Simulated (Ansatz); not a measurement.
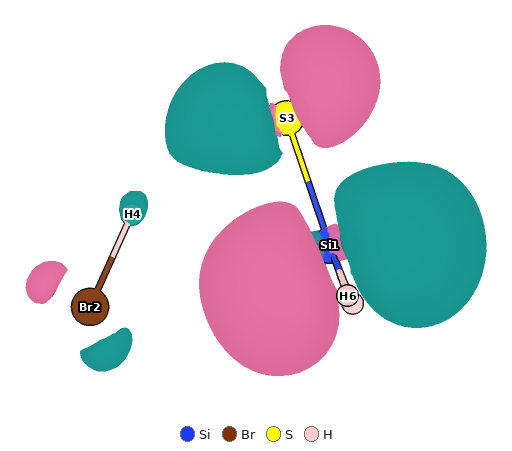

H2SSi···HBr. One frontier orbital at ±0.1 Å⁻³ᐟ² (teal and pink are the two phases), seen across its widest extent.

Not at a stationary point (largest force 1.0 eV/Å).

These are results of RKS PBE0/def2-SVPD in Ansatz 0.2.0, not measurements.

Input

```
crystal:
  periodic: [false, false, false]
  atoms:
    - { symbol: Si, position_ang: [-0.6981, 0.18, 0.2497] }
    - { symbol: Br, position_ang: [1.7099, 0.9375, -0.7079] }
    - { symbol: S, position_ang: [-0.1328, -1.8055, 0.1526] }
    - { symbol: H, position_ang: [1.3535, -1.0051, -0.4399] }
    - { symbol: H, position_ang: [-1.5628, 0.7735, -0.7529] }
    - { symbol: H, position_ang: [-0.6698, 0.9195, 1.4984] }
basis:
  gaussian: { orbitals: def2-SVPD }
hamiltonian:
  xc: pbe0
relax:
  f_tol: 0.15
  max_steps: 25
  restrain:
    - { distance: [3, 1], at: 1.51, k: 30.0 }
    - { distance: [0, 1], at: 3.61, k: 30.0 }
    - { distance: [3, 2], at: 2.66, k: 30.0 }
output:
  orbitals: {}
```

Run with:

```sh
ansatz run input.yaml --threads 2 --pin off --max-ram 3072MiB --backend cpu --events-out ev --progress --plain --runs-dir out
```

The fields are those of the run's last geometry, not of the input's.

**Which orbital is it: HOMO or LUMO?**

The LUMO, at −2.87 eV. By Hirshfeld shares it lies mainly on Si1 (about 60 %) and S3 (about 25 %).
